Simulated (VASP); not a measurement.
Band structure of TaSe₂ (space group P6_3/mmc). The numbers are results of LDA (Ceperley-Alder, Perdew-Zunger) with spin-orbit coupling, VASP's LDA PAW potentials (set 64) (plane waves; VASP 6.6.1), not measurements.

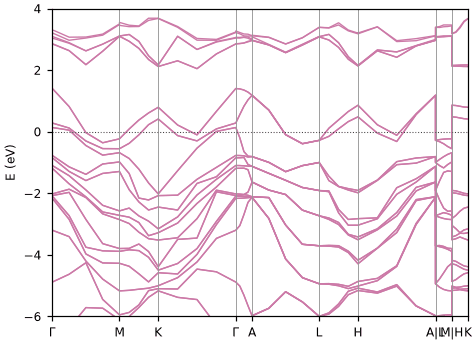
*Bands along high-symmetry lines, zero at the valence-band maximum or, without a gap, the Fermi level*

Task: Read the plot: is there a gap, and where are the band edges?

Result: It has no gap at this level: it comes out as a metal or semimetal.

The structure comes from a measured TaSe2 entry (P6_3/mmc) of the Crystallography Open Database, whose conditions weren't checked. It was relaxed first, which changed the volume by -6 %.
